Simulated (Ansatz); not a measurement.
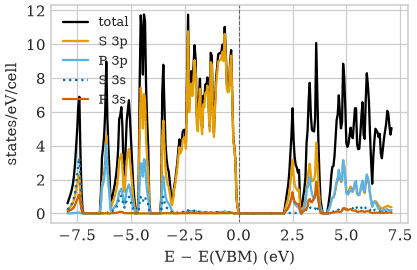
Fig. 1. Total and projected density of states of LiPS$_{3}$ in space group C2/m (No. 12; Pearson symbol mS20), r²SCAN (plane waves, PAW; program Ansatz)

Problem. Which orbitals carry the states next to the gap?

Solution. Top 1 eV of the valence band: S 3p 96 %. Bottom 1 eV of the conduction band: S 3p 50 %, P 3s 20 %, P 3p 19 %, outside the projected shells 9 %. Projections are on Löwdin-orthogonalised atomic valence shells; empty p or d shells of many metals are not among them.

Problem. Where is the tallest occupied peak in this window, and what makes it?

Solution. Near -4.4 eV, about 12 states/eV per cell; the largest projected share is S 3p.

The workflow started from an entry of the Crystallography Open Database (COD). Whether it is the stable phase at ambient conditions was not checked. Symmetry was held in the r²SCAN relaxation; whether a distortion lowers the energy is not shown.

Potentials: the later of the program's two PAW sets.
